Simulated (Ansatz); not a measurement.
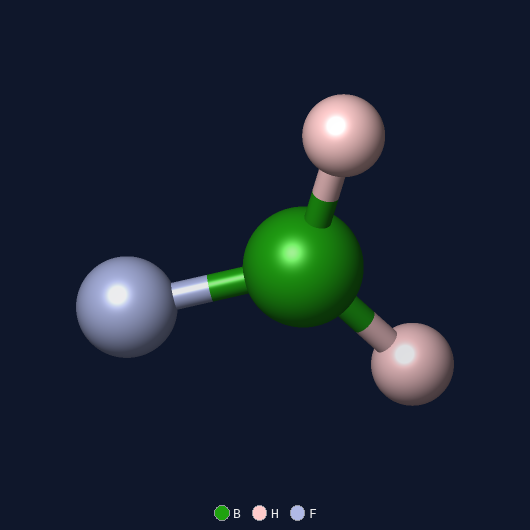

Rendered structure (ball-and-stick style).

The computed structure is the end point of a PBE0-D4/def2-TZVP optimisation.

Description:

It has 4 atoms: 1 boron, 1 fluorine and 2 hydrogen (BFH₂). The point group is C2v. All atoms lie on one plane. Coordination: 1 B trigonal planar.

The parts below concern this one geometry. Atoms keep their numbers from picture to picture.

Electronic properties

Method: RKS PBE0-D4/def2-TZVP (Ansatz 0.2.0).

Estimate the dipole moment.

Answer. 0.73 D.

Estimate the harmonic zero-point energy.

Answer. 59.2 kJ/mol.

Vibrations

Harmonic vibrations computed with RKS PBE0-D4/def2-TZVP (Ansatz 0.2.0) at a stationary point of the same level.

List the wavenumbers.

Answer. 6 modes: 1017, 1079, 1180, 1363, 2574, 2678 cm⁻¹.

Charges

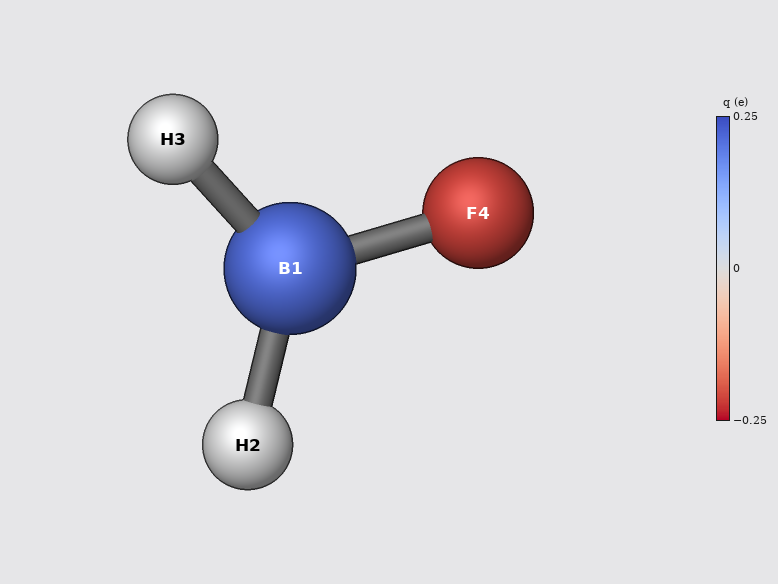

Atoms are coloured by their Mulliken charges. Level of theory: RKS PBE0-D4/def2-TZVP (Ansatz 0.2.0).

List the Mulliken charges.

| atom | value (e) |
| --- | --- |
| B1 | 0.21 |
| H2 | 0.00 |
| H3 | 0.00 |
| F4 | −0.21 |

Mulliken values depend strongly on the basis set and can even reverse the polarity of a bond.
